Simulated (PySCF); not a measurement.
# C2H4F3NSi: the cost of one run

The runs use PySCF 2.14.0, with density-fitted response routines of our own; the level of theory stands in each step. All values are computed, except where a source is named. Atoms count from 0, in the outputs and in this text.

### Step 1. Starting geometry

11 atoms, charge 0, multiplicity 1; geometry from: GFN2-xTB.

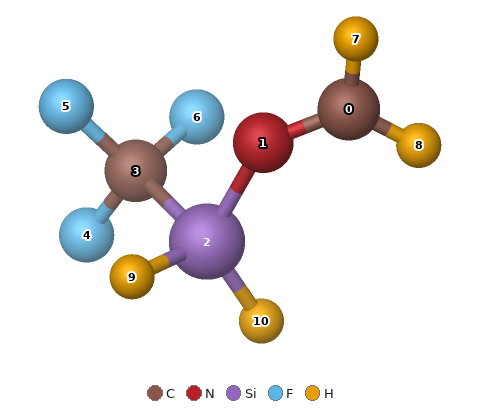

The starting geometry (carbon brown, nitrogen red, silicon purple, fluorine blue, hydrogen amber), atoms numbered.

### Step 2. TDDFT and polarisability: CAM-B3LYP/def2-SVPD

What the job is given:

```
{"job": {"kind": "uv", "xc": "CAM-B3LYP", "basis": "def2-SVPD", "nstates": 8, "ntriplets": 3}, "charge": 0, "multiplicity": 1}
C      1.721285     1.383175    -0.208470
N      1.035645     0.547690     0.416992
Si     0.239584    -0.939657     0.167070
C     -1.599746    -0.389069     0.479949
F     -2.462331    -1.410293     0.288987
F     -1.822666     0.053902     1.729466
F     -2.011513     0.596590    -0.346199
H      2.061604     2.276403     0.308587
H      2.015431     1.287741    -1.254812
H      0.636616    -1.765469     1.295698
H      0.191516    -1.638344    -1.118300
```

Level: TDDFT CAM-B3LYP/def2-SVPD, vertical, gas phase, core orbitals frozen in the response.

Command:

```sh
OMP_NUM_THREADS=1 python probes_run.py task.json out
```

The driver reads the jobs from task.json and runs them one after another.

**Question.** How long does this job take on 1 thread of Intel Xeon 6975P-C, shared host, and how much memory does it need?

About 23 s, with a peak of 0.79 GiB.
